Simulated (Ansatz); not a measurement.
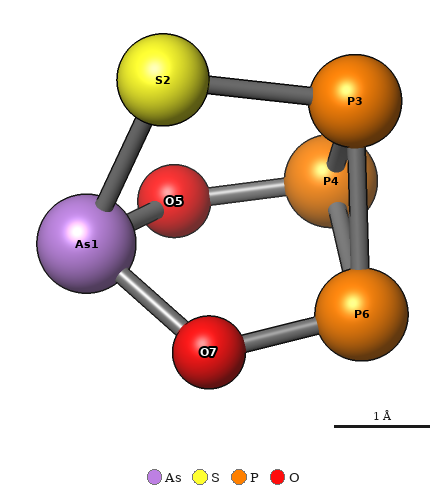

Fig. 1: The structure (ball-and-stick view, seen at a tilt; atoms are numbered from 1 in the order of the input). Bond lengths as drawn: As–O 1.81 Å, As–S 2.26 Å, O–P 1.66 Å, P–P 2.27 to 2.29 Å and P–S 2.10 Å.

Single-point calculation of AsP3SO2 (charge +1)

AsP3SO2 (AsP3SOO nortricyclane), charge +1, multiplicity 2, computed with UKS PBE0-D4/def2-TZVP (Ansatz 0.2.0).

The geometry comes from this level: PBE0-D4/def2-SVP.

**Input file**
```yaml
crystal:
  periodic: [false, false, false]
  atoms:
    - {symbol: As, position_ang: [-0.204130, -1.634442, 0.151859]}
    - {symbol: S, position_ang: [-1.991247, -0.284772, -0.136631]}
    - {symbol: P, position_ang: [-0.931405, 1.531045, -0.235875]}
    - {symbol: P, position_ang: [1.006851, 0.794409, -1.153037]}
    - {symbol: O, position_ang: [0.758520, -0.850565, -1.158491]}
    - {symbol: P, position_ang: [0.817566, 1.028943, 1.116785]}
    - {symbol: O, position_ang: [0.543845, -0.584618, 1.415391]}
basis:
  gaussian: {orbitals: def2-TZVP}
total_charge: 1
magnetization: {spin_polarized: true, initial_magnetization: 1}
hamiltonian: {xc: pbe0, dispersion: d4}
scf: {omitted_lower_state_checks: [starts]}
output: {orbitals: {seedname: orbitals}}
```

Run on 2 CPU threads, shared host.

Run as:
```bash
ansatz run in.yaml --threads 2 --pin off --events-out ev --progress --plain --max-ram 32768MiB --backend cpu
```

**What the program printed**
```
Functional definition: PBE0
  name "PBE0"
  cite "Adamo & Barone, J. Chem. Phys. 110, 6158 (1999) doi:10.1063/1.478522"
  cite "Perdew, Burke & Ernzerhof, Phys. Rev. Lett. 77, 3865 (1996) doi:10.1103/PhysRevLett.77.3865"
  parent pbe
  parameter a = 0.25
  parameter kappa = 0.804
  parameter beta = 0.06672455060314922
  exchange = (1 - a)*pbe_x(kappa = kappa, mu = beta*pi^2/3) + a*exact_x
  correlation = pbe_c(beta = beta)
these checks for a lower state are left out or cut short: starts
1842 factors; their error is unknown
mean field evaluation 1: about -103592.5478 eV, gradient 6.8e1 eV
mean field evaluation 2: about -103454.4826 eV, gradient 1.8e2 eV
mean field evaluation 4: about -103606.3876 eV, gradient 2.0e1 eV
mean field evaluation 8: about -103608.6165 eV, gradient 2.8e-1 eV
mean field evaluation 16: about -103608.9188 eV, gradient 3.1e-3 eV
mean field evaluation 32: about -103608.9188 eV, gradient 4.3e-6 eV
mean field -103608.91881693 eV, -3807.5575378746 hartree, gradient 4.3e-6 eV, S^2 0.760131; 0 other end points of the search recorded, 0 dependent functions left out
reference -103608.91884412 eV, -3807.5575388740 hartree; 55, 54 occupied and 203, 204 virtual orbitals, 1842 factors
Total energy: -103609.36485706 eV, -3807.5739295470 hartree
Checks for a lower state left out: starts
```

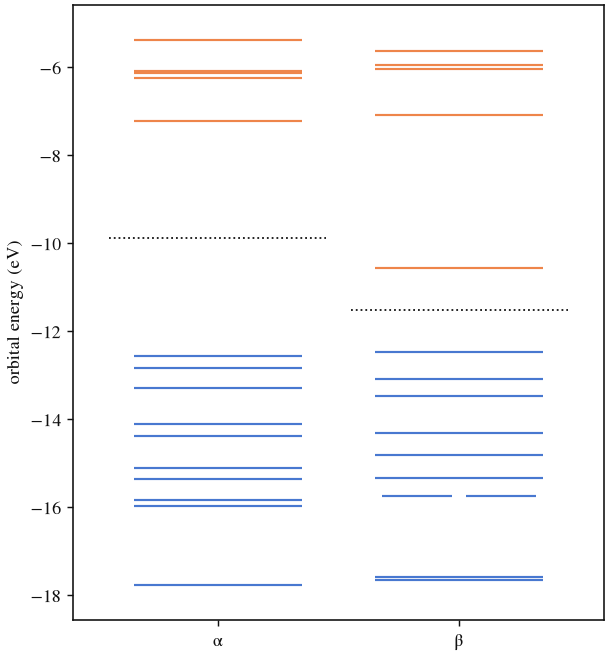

Fig. 2: Orbital energies near the frontier for α and β spins; the dotted line parts filled from empty levels, and levels within 0.02 eV of each other stand side by side. α: highest filled −12.55 eV, lowest empty −7.22 eV, 5.33 eV apart; β: highest filled −12.47 eV, lowest empty −10.56 eV, 1.91 eV apart.

**Key numbers**

```json
{"quantity": "outcome", "value": "converged"}
{"quantity": "total energy", "value": "−103609.3649 eV"}
{"quantity": "mean-field energy", "value": "−103608.9188 eV"}
{"quantity": "dispersion energy", "value": "−0.4460 eV"}
{"quantity": "⟨S²⟩", "value": "0.760"}
{"quantity": "SCF solution under orbital rotations", "value": "stable"}
{"quantity": "HOMO (either spin)", "value": "−12.47 eV"}
{"quantity": "LUMO (either spin)", "value": "−10.56 eV"}
{"quantity": "wall time", "value": "81 s (CPU time 2.2 min)"}
{"quantity": "peak memory", "value": "2.4 GiB"}
```
